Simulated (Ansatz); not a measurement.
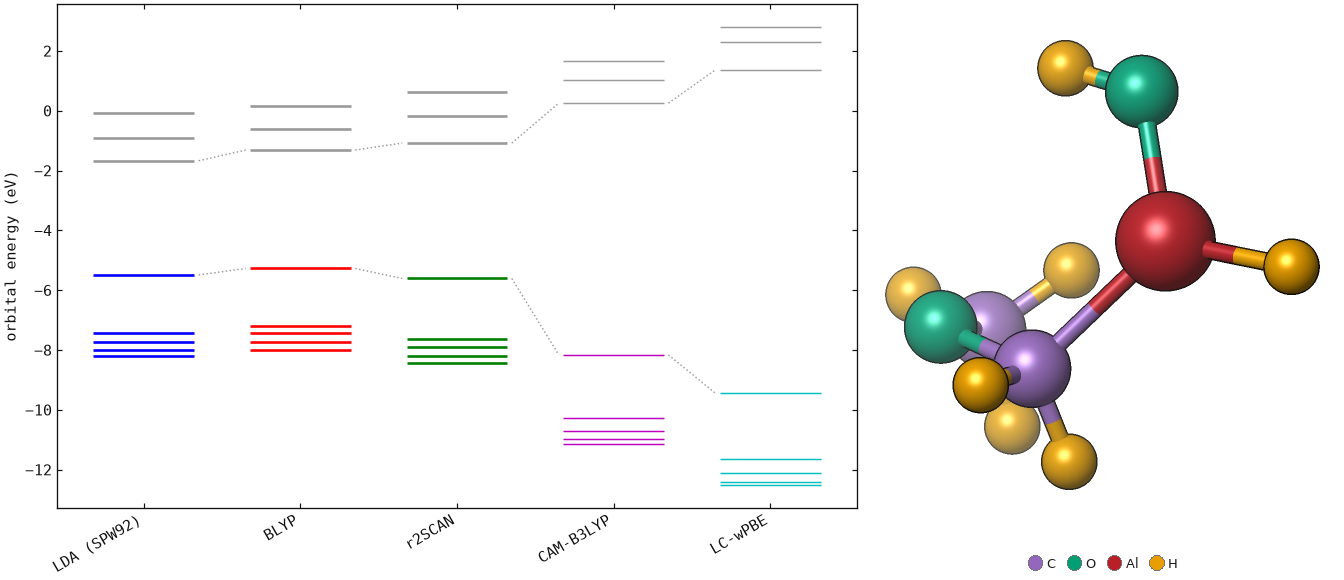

Frontier orbital energies of C₂H₇AlO₂, SMILES CO[CH2][AlH][OH], singlet at one geometry, def2-TZVPP, the Ansatz code 0.2.0, at a PBE0-D4/def2-TZVP geometry (a minimum by its frequencies). Empty levels are grey, levels within 0.1 eV stand side by side; all columns show the same few orbitals around the gap. Dotted lines join the HOMOs and the LUMOs.

> How do the frontier levels move from column to column?

The separation grows from 3.82 eV (LDA (SPW92)) to 10.81 eV (LC-wPBE).

| level | HOMO (eV) | LUMO (eV) | separation (eV) |
| --- | --- | --- | --- |
| LDA (SPW92) | −5.49 | −1.67 | 3.82 |
| BLYP | −5.27 | −1.31 | 3.96 |
| r2SCAN | −5.61 | −1.08 | 4.53 |
| CAM-B3LYP | −8.16 | 0.26 | 8.42 |
| LC-wPBE | −9.44 | 1.37 | 10.81 |

Caveats, for all or some of the runs: empty levels above zero depend strongly on the basis; one conformer of a flexible molecule.
